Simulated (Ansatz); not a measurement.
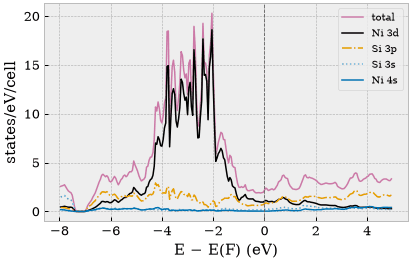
Figure. Total and projected density of states of SiNi in space group Pnma (No. 62; Si on 4c, Ni on 4c), plane-wave PAW PBEsol (Ansatz code)

Question: Which orbitals carry the states next to the Fermi level?

Answer: Within 0.5 eV of the Fermi level: Ni 3d 49 %, Si 3p 35 %, Si 3s 10 %. Projections are on Löwdin-orthogonalised atomic valence shells; empty p or d shells of many metals are not among them.

Question: Where is the tallest occupied peak in this window, and what makes it?

Answer: Near -2.0 eV, about 20 states/eV per cell; the largest projected share is Ni 3d.

The PBEsol relaxation kept the symmetry of its start; of distortions, only those at the zone centre were tested. The run is not spin-polarised.

Potentials: the later of the program's two PAW sets.
